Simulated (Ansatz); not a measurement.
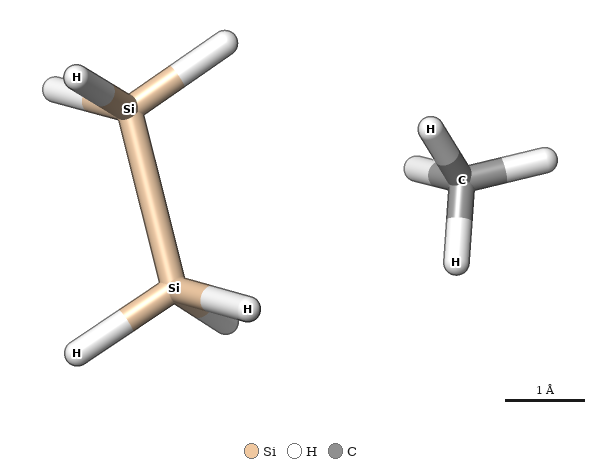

*The input geometry (stick view, seen on its broad side).*

Bond lengths as drawn: C–H 1.09 Å, H–Si 1.49 Å and Si–Si 2.34 Å.

## Run report: CH₁₀Si₂, nudged elastic band (part 1 of 2)

The run: nudged elastic band of CH₁₀Si₂. Method and program: RKS CAM-B3LYP-D4/cc-pVDZ (Ansatz 0.2.0).

The run did not end well.

Log
```
Functional definition: CAM-B3LYP
  name "CAM-B3LYP"
  cite "Yanai, Tew & Handy, Chem. Phys. Lett. 393, 51 (2004) doi:10.1016/j.cplett.2004.06.011"
  cite "Iikura, Tsuneda, Yanai & Hirao, J. Chem. Phys. 115, 3540 (2001) doi:10.1063/1.1383587"
  cite "Becke, Phys. Rev. A 38, 3098 (1988) doi:10.1103/PhysRevA.38.3098"
  cite "Lee, Yang & Parr, Phys. Rev. B 37, 785 (1988) doi:10.1103/PhysRevB.37.785"
  cite "Vosko, Wilk & Nusair, Can. J. Phys. 58, 1200 (1980) doi:10.1139/p80-159"
  parameter alpha = 0.19
  parameter beta = 0.46
  parameter omega = 0.33/bohr
  parameter ac = 0.81
  # Exact exchange under (alpha + beta erf(omega r))/r, Becke's under what is left of 1/r.
  exchange = (1 - alpha - beta)*b88_x + beta*b88_x_sr(omega) + alpha*exact_x + beta*exact_x_lr(omega)
  correlation = (1 - ac)*vwn5_c + ac*lyp_c
1096 factors; integrals over basis functions are off by at most 3.6e-4 eV
406 factors; integrals over basis functions are off by at most 1.1e-6 eV
mean field evaluation 1: about -16951.3787 eV, gradient 3.3e1 eV
mean field evaluation 2: about -16952.2668 eV, gradient 2.6e1 eV
mean field evaluation 4: about -16953.9750 eV, gradient 1.3e-1 eV
mean field evaluation 8: about -16953.9871 eV, gradient 1.5e-3 eV
mean field -16953.98710888 eV, -623.0475344262 hartree, gradient 7.7e-6 eV, S^2 0.000000; 0 other end points of the search recorded, 0 dependent functions left out
the calculation of the forces begins
reference -16953.98726234 eV, -623.0475400657 hartree; 22, 22 occupied and 78, 78 virtual orbitals, 1096 factors
1096 factors; integrals over basis functions are off by at most 7.9e-4 eV
406 factors; integrals over basis functions are off by at most 1.5e-6 eV
mean field evaluation 16: about -16953.8561 eV, gradient 1.3e0 eV
mean field -16953.85906815 eV, -623.0428290163 hartree, gradient 4.8e-5 eV, S^2 0.000000; 0 other end points of the search recorded, 0 dependent functions left out
[... from here on the field's lines of each further geometry are left out, up to the last ...]
WARN: NEB end point (image 0): max|allowed force component| = 2.809e-1 eV/Å (the criterion of neb.relax_end_points is 1.000e-2). That is over neb.f_tol: it is no minimum, so the barrier can be far off. Relax it first
WARN: NEB end point (image 6): max|allowed force component| = 2.730e-1 eV/Å (the criterion of neb.relax_end_points is 1.000e-2). That is over neb.f_tol: it is no minimum, so the barrier can be far off. Relax it first
NEB iter   1: max|band force component| = 3.086e0 eV/Å  barrier→ = 8.3077 eV  barrier← = 8.1840 eV  Δτ_max = 0.0669 Å  (167 SCF iters)
NEB iter   2: max|band force component| = 3.169e0 eV/Å  barrier→ = 8.0189 eV  barrier← = 7.8952 eV  Δτ_max = 0.1309 Å  (130 SCF iters)
NEB iter   3: max|band force component| = 3.375e0 eV/Å  barrier→ = 7.6481 eV  barrier← = 7.5244 eV  Δτ_max = 0.1858 Å  (130 SCF iters)
NEB iter   4: max|band force component| = 6.535e0 eV/Å  barrier→ = 7.1366 eV  barrier← = 7.0129 eV  Δτ_max = 0.1258 Å  (131 SCF iters)
NEB iter   5: max|band force component| = 3.002e0 eV/Å  barrier→ = 6.9824 eV  barrier← = 6.8587 eV  Δτ_max = 0.0552 Å  (124 SCF iters)
NEB iter   6: max|band force component| = 2.773e0 eV/Å  barrier→ = 6.8442 eV  barrier← = 6.7205 eV  Δτ_max = 0.1067 Å  (124 SCF iters)
NEB iter   7: max|band force component| = 2.710e0 eV/Å  barrier→ = 6.5662 eV  barrier← = 6.4425 eV  Δτ_max = 0.0495 Å  (123 SCF iters)
NEB iter   8: max|band force component| = 2.265e0 eV/Å  barrier→ = 6.4221 eV  barrier← = 6.2984 eV  Δτ_max = 0.0369 Å  (120 SCF iters)
NEB iter   9: max|band force component| = 2.342e0 eV/Å  barrier→ = 6.2715 eV  barrier← = 6.1478 eV  Δτ_max = 0.0750 Å  (119 SCF iters)
NEB iter  10: max|band force component| = 2.493e0 eV/Å  barrier→ = 5.9526 eV  barrier← = 5.8289 eV  Δτ_max = 0.1147 Å  (121 SCF iters)
NEB iter  11: max|band force component| = 2.688e0 eV/Å  barrier→ = 5.4304 eV  barrier← = 5.3067 eV  Δτ_max = 0.1566 Å  (122 SCF iters)
NEB iter  12: max|band force component| = 2.755e0 eV/Å  barrier→ = 4.6683 eV  barrier← = 4.5446 eV  Δτ_max = 0.1972 Å  (124 SCF iters)
NEB iter  13: max|band force component| = 2.076e0 eV/Å  barrier→ = 3.7647 eV  barrier← = 3.6410 eV  Δτ_max = 0.2000 Å  (122 SCF iters)
NEB iter  14: max|band force component| = 2.148e0 eV/Å  barrier→ = 3.2108 eV  barrier← = 3.0871 eV  Δτ_max = 0.0435 Å  (122 SCF iters)
NEB iter  15: max|band force component| = 1.181e0 eV/Å  barrier→ = 3.0523 eV  barrier← = 2.9286 eV  Δτ_max = 0.0465 Å  (112 SCF iters)
NEB iter  16: max|band force component| = 1.281e0 eV/Å  barrier→ = 2.9570 eV  barrier← = 2.8333 eV  Δτ_max = 0.0260 Å  (115 SCF iters)
NEB iter  17: max|band force component| = 1.042e0 eV/Å  barrier→ = 2.8743 eV  barrier← = 2.7506 eV  Δτ_max = 0.0332 Å  (112 SCF iters)
NEB iter  18: max|band force component| = 1.441e0 eV/Å  barrier→ = 2.8419 eV  barrier← = 2.7182 eV  Δτ_max = 0.0270 Å  (115 SCF iters)
NEB iter  19: max|band force component| = 8.631e-1 eV/Å  barrier→ = 2.7729 eV  barrier← = 2.6492 eV  Δτ_max = 0.0279 Å  (108 SCF iters)
NEB iter  20: max|band force component| = 1.067e0 eV/Å  barrier→ = 2.7405 eV  barrier← = 2.6168 eV  Δτ_max = 0.0212 Å  (114 SCF iters)
NEB iter  21: max|band force component| = 7.148e-1 eV/Å  barrier→ = 2.6913 eV  barrier← = 2.5676 eV  Δτ_max = 0.0230 Å  (107 SCF iters)
NEB iter  22: max|band force component| = 1.142e0 eV/Å  barrier→ = 2.6680 eV  barrier← = 2.5443 eV  Δτ_max = 0.0209 Å  (110 SCF iters)
NEB iter  23: max|band force component| = 5.972e-1 eV/Å  barrier→ = 2.6236 eV  barrier← = 2.4999 eV  Δτ_max = 0.0200 Å  (107 SCF iters)
NEB iter  24: max|band force component| = 8.944e-1 eV/Å  barrier→ = 2.5981 eV  barrier← = 2.4744 eV  Δτ_max = 0.0172 Å  (111 SCF iters)
NEB iter  25: max|band force component| = 5.031e-1 eV/Å  barrier→ = 2.5648 eV  barrier← = 2.4411 eV  Δτ_max = 0.0171 Å  (107 SCF iters)
NEB iter  26: max|band force component| = 9.556e-1 eV/Å  barrier→ = 2.5448 eV  barrier← = 2.4211 eV  Δτ_max = 0.0168 Å  (112 SCF iters)
NEB iter  27: max|band force component| = 1.733e0 eV/Å  barrier→ = 2.5138 eV  barrier← = 2.3901 eV  CI = image 3  Δτ_max = 0.0370 Å  (105 SCF iters)
NEB iter  28: max|band force component| = 1.676e0 eV/Å  barrier→ = 2.6953 eV  barrier← = 2.5716 eV  CI = image 3  Δτ_max = 0.0284 Å  (112 SCF iters)
NEB iter  29: max|band force component| = 1.617e0 eV/Å  barrier→ = 2.8792 eV  barrier← = 2.7555 eV  CI = image 3  Δτ_max = 0.0571 Å  (110 SCF iters)
NEB iter  30: max|band force component| = 1.536e0 eV/Å  barrier→ = 3.3250 eV  barrier← = 3.2013 eV  CI = image 3  Δτ_max = 0.0314 Å  (114 SCF iters)
NEB iter  31: max|band force component| = 1.706e0 eV/Å  barrier→ = 3.5168 eV  barrier← = 3.3931 eV  CI = image 3  Δτ_max = 0.0654 Å  (109 SCF iters)
NEB iter  32: max|band force component| = 1.564e0 eV/Å  barrier→ = 3.8691 eV  barrier← = 3.7454 eV  CI = image 3  Δτ_max = 0.0312 Å  (118 SCF iters)
NEB iter  33: max|band force component| = 1.333e0 eV/Å  barrier→ = 3.9648 eV  barrier← = 3.8411 eV  CI = image 3  Δτ_max = 0.0578 Å  (110 SCF iters)
NEB iter  34: max|band force component| = 1.243e0 eV/Å  barrier→ = 4.0983 eV  barrier← = 3.9746 eV  CI = image 3  Δτ_max = 0.0795 Å  (117 SCF iters)
NEB iter  35: max|band force component| = 8.805e-1 eV/Å  barrier→ = 4.1389 eV  barrier← = 4.0152 eV  CI = image 3  Δτ_max = 0.0896 Å  (118 SCF iters)
NEB iter  36: max|band force component| = 9.716e-1 eV/Å  barrier→ = 4.0994 eV  barrier← = 3.9757 eV  CI = image 3  Δτ_max = 0.0171 Å  (120 SCF iters)
NEB iter  37: max|band force component| = 7.675e-1 eV/Å  barrier→ = 4.0628 eV  barrier← = 3.9391 eV  CI = image 3  Δτ_max = 0.0320 Å  (112 SCF iters)
NEB iter  38: max|band force component| = 9.039e-1 eV/Å  barrier→ = 4.0382 eV  barrier← = 3.9145 eV  CI = image 3  Δτ_max = 0.0439 Å  (116 SCF iters)
NEB iter  39: max|band force component| = 5.276e-1 eV/Å  barrier→ = 4.0061 eV  barrier← = 3.8824 eV  CI = image 3  Δτ_max = 0.0527 Å  (117 SCF iters)
NEB iter  40: max|band force component| = 6.953e-1 eV/Å  barrier→ = 3.9898 eV  barrier← = 3.8661 eV  CI = image 3  Δτ_max = 0.0561 Å  (121 SCF iters)
NEB iter  41: max|band force component| = 5.474e-1 eV/Å  barrier→ = 3.9684 eV  barrier← = 3.8447 eV  CI = image 3  Δτ_max = 0.0544 Å  (121 SCF iters)
NEB iter  42: max|band force component| = 5.339e-1 eV/Å  barrier→ = 3.9535 eV  barrier← = 3.8298 eV  CI = image 3  Δτ_max = 0.0083 Å  (121 SCF iters)
NEB iter  43: max|band force component| = 3.642e-1 eV/Å  barrier→ = 3.9418 eV  barrier← = 3.8181 eV  CI = image 3  Δτ_max = 0.0133 Å  (108 SCF iters)
NEB iter  44: max|band force component| = 5.669e-1 eV/Å  barrier→ = 3.9343 eV  barrier← = 3.8106 eV  CI = image 3  Δτ_max = 0.0185 Å  (108 SCF iters)
NEB iter  45: max|band force component| = 2.621e-1 eV/Å  barrier→ = 3.9211 eV  barrier← = 3.7974 eV  CI = image 3  Δτ_max = 0.0219 Å  (108 SCF iters)
NEB iter  46: max|band force component| = 4.567e-1 eV/Å  barrier→ = 3.9138 eV  barrier← = 3.7901 eV  CI = image 3  Δτ_max = 0.0078 Å  (108 SCF iters)
NEB iter  47: max|band force component| = 1.592e-1 eV/Å  barrier→ = 3.9100 eV  barrier← = 3.7863 eV  CI = image 3  Δτ_max = 0.0067 Å  (103 SCF iters)
NEB iter  48: max|band force component| = 3.036e-1 eV/Å  barrier→ = 3.9096 eV  barrier← = 3.7859 eV  CI = image 3  Δτ_max = 0.0078 Å  (101 SCF iters)
NEB iter  49: max|band force component| = 1.688e-1 eV/Å  barrier→ = 3.9048 eV  barrier← = 3.7811 eV  CI = image 3  Δτ_max = 0.0098 Å  (104 SCF iters)
NEB iter  50: max|band force component| = 2.738e-1 eV/Å  barrier→ = 3.9014 eV  barrier← = 3.7777 eV  CI = image 3  Δτ_max = 0.0110 Å  (103 SCF iters)
NEB iter  51: max|band force component| = 2.276e-1 eV/Å  barrier→ = 3.8957 eV  barrier← = 3.7720 eV  CI = image 3  Δτ_max = 0.0141 Å  (106 SCF iters)
NEB iter  52: max|band force component| = 2.128e-1 eV/Å  barrier→ = 3.8886 eV  barrier← = 3.7649 eV  CI = image 3  Δτ_max = 0.0178 Å  (111 SCF iters)
NEB iter  53: max|band force component| = 2.975e-1 eV/Å  barrier→ = 3.8800 eV  barrier← = 3.7563 eV  CI = image 3  Δτ_max = 0.0255 Å  (109 SCF iters)
NEB iter  54: max|band force component| = 2.246e-1 eV/Å  barrier→ = 3.8706 eV  barrier← = 3.7469 eV  CI = image 3  Δτ_max = 0.0343 Å  (111 SCF iters)
NEB iter  55: max|band force component| = 2.277e-1 eV/Å  barrier→ = 3.8614 eV  barrier← = 3.7377 eV  CI = image 3  Δτ_max = 0.0460 Å  (113 SCF iters)
NEB iter  56: max|band force component| = 4.060e-1 eV/Å  barrier→ = 3.8589 eV  barrier← = 3.7352 eV  CI = image 3  Δτ_max = 0.0572 Å  (117 SCF iters)
NEB iter  57: max|band force component| = 6.865e-1 eV/Å  barrier→ = 3.8619 eV  barrier← = 3.7382 eV  CI = image 3  Δτ_max = 0.0270 Å  (115 SCF iters)
NEB iter  58: max|band force component| = 1.347e0 eV/Å  barrier→ = 3.8742 eV  barrier← = 3.7505 eV  CI = image 3  Δτ_max = 0.0132 Å  (111 SCF iters)
NEB iter  59: max|band force component| = 4.013e-1 eV/Å  barrier→ = 3.8542 eV  barrier← = 3.7305 eV  CI = image 3  Δτ_max = 0.0171 Å  (104 SCF iters)
the calculation of the forces begins
reference -16953.20253069 eV, -623.0187017094 hartree; 22, 22 occupied and 78, 78 virtual orbitals, 1096 factors
these checks for a lower state are left out or cut short: starts, cluster_reference, orbital_swaps, neighbouring_geometries, increment
1096 factors; integrals over basis functions are off by at most 8.1e-4 eV
406 factors; integrals over basis functions are off by at most 1.2e-6 eV
mean field -16953.79678656 eV, -623.0405402098 hartree, gradient 2.2e-5 eV, S^2 0.000000; 0 other end points of the search recorded, 0 dependent functions left out
the calculation of the forces begins
reference -16953.79693446 eV, -623.0405456452 hartree; 22, 22 occupied and 78, 78 virtual orbitals, 1096 factors
NEB iter  60: max|band force component| = 8.790e-1 eV/Å  barrier→ = 3.8592 eV  barrier← = 3.7355 eV  CI = image 3  Δτ_max = 0.0022 Å  (104 SCF iters)
```

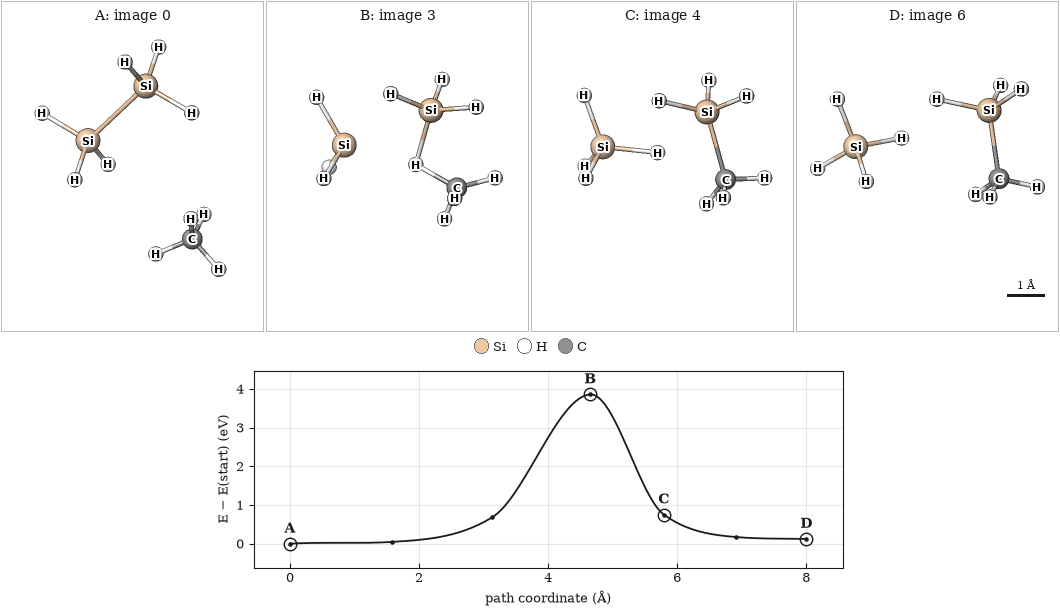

*Images of the last band (counted from 0; ball-and-stick, seen at a tilt) above the energy along the path; the line is a cubic interpolation that uses the forces.*

The highest image is number 3, 3.859 eV above the start and 3.735 eV above the end (the climbing image); the end lies 0.124 eV above the start. The path is 8.00 Å long. The band had not converged after 60 iterations. The end points carry forces over 0.1 eV/Å, so they aren't fully relaxed minima and the barriers are approximate.
